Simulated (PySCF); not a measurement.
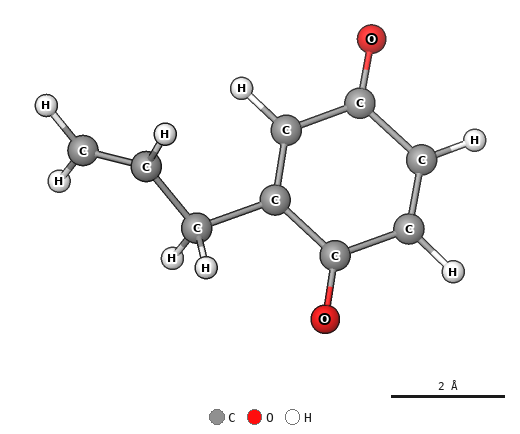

Starting structure of C9H8O2. A ball-and-stick model, seen at a tilt.

The start comes from GFN2-xTB. Its atoms were then displaced at random by about 0.01 Å.

The calculation used PBE0-D3(BJ)/def2-SVP geometry optimisation, gas phase (PySCF 2.14.0, density-fitted response routines).

```xyz
19

C    -3.2070    0.6797    0.5028
C    -2.2699   -0.1994    0.5490
C    -1.3334   -0.4834   -0.5757
C     0.1538   -0.2251   -0.2155
C     0.5027    0.5974    0.7575
C     1.9067    0.8722    1.0927
O     2.2517    1.6189    1.9905
C     2.9227    0.1678    0.2554
C     2.5428   -0.6599   -0.7008
C     1.1282   -0.9527   -1.0203
O     0.8051   -1.7428   -1.8890
H    -3.8914    0.8734    1.3313
H    -3.4200    1.3214   -0.3872
H    -2.1334   -0.7879    1.4497
H    -1.5663    0.1220   -1.4387
H    -1.4022   -1.5124   -0.8733
H    -0.2230    1.1449    1.3627
H     3.9349    0.3656    0.4998
H     3.2673   -1.1926   -1.3300
```

**Predict the outcome.**

The largest moves after the best rigid fit, 0.073 Å, are those of C1, H16 and H17. By element the largest moves are H 0.073 Å, C 0.072 Å, O 0.049 Å. Among the contacts that change: C3–C4 1.552 → 1.500 Å, C1–C2 1.286 → 1.333 Å, C4–C10 1.458 → 1.496 Å, C8–H18 1.060 → 1.093 Å. Among the angles between lasting bonds that change: H12–C1–H13 112.5° → 117.1°, C5–C4–C10 122.7° → 119.5°, C4–C10–C9 114.9° → 118.0°. Over 8 geometry steps the energy falls by 0.273 eV.

The structure at the end:

```xyz
19

C    -3.2508    0.7306    0.4768
C    -2.2981   -0.1990    0.5488
C    -1.3213   -0.5126   -0.5369
C     0.1100   -0.2359   -0.1844
C     0.5061    0.5935    0.8009
C     1.9298    0.8580    1.0934
O     2.2684    1.6080    1.9878
C     2.9386    0.1730    0.2473
C     2.5651   -0.6550   -0.7385
C     1.1374   -0.9291   -1.0224
O     0.8106   -1.6966   -1.9055
H    -3.9435    0.9053    1.3042
H    -3.3796    1.3461   -0.4202
H    -2.1996   -0.7924    1.4667
H    -1.5654    0.0541   -1.4530
H    -1.3884   -1.5723   -0.8357
H    -0.2160    1.1202    1.4307
H     3.9845    0.3872    0.4797
H     3.2815   -1.1760   -1.3790
```

The end point in the same view:

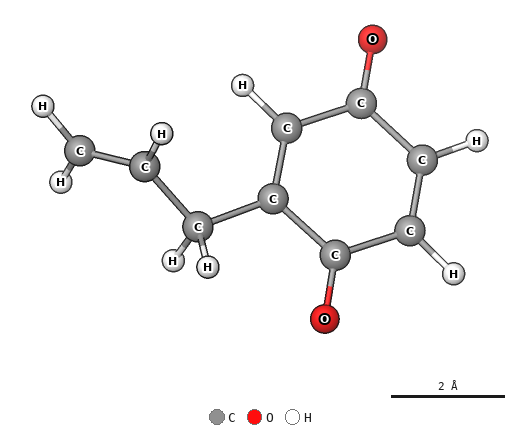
